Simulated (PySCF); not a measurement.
```yaml
atoms:
  - { symbol: Cs, position_ang: [0.0000, 0.0000, -2.2898] }
  - { symbol: Bi, position_ang: [0.0000, 0.0000, 1.4562] }
```

Core potentials replace the inner electrons of Cs and Bi.

Theory: PBE0/def2-SVP, non-relativistic Hamiltonian with scalar-relativistic core potentials where named, at a bond length of 3.746 Å in PySCF 2.14.0.

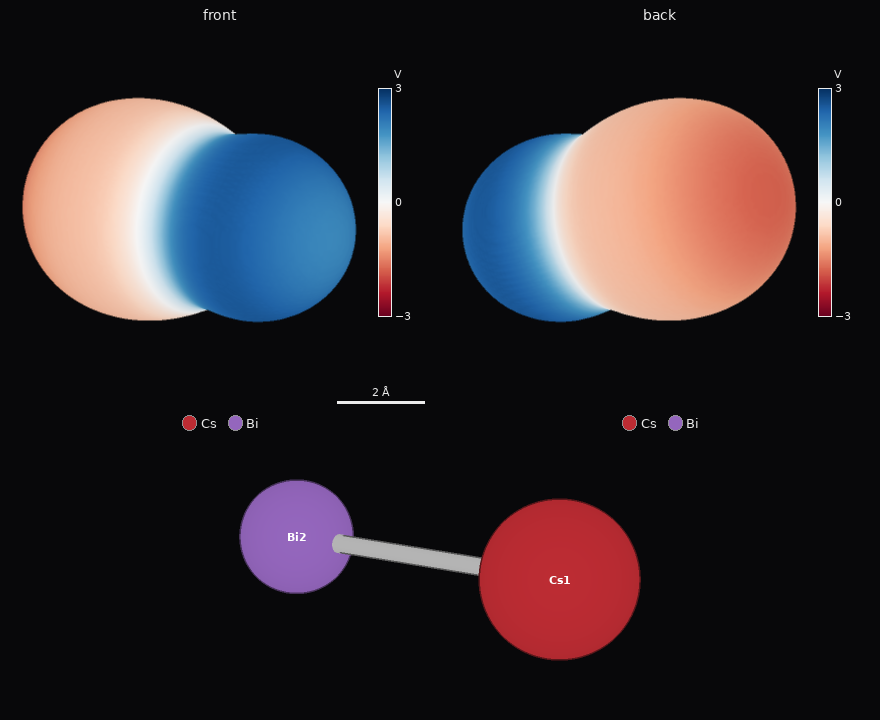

CsBi (triplet). The molecular electrostatic potential painted on the density surface at 0.001 e/bohr³, seen from the front and from behind; the colour scale runs from red (negative) to blue (positive). The bare structure is drawn below in the same view.

### Where is the surface potential most negative and most positive?

The most negative region (about −1.8 V, or −42 kcal/mol for a unit charge) lies over Bi2, the most positive (about +2.5 V, or +58 kcal/mol for a unit charge) over Cs1.
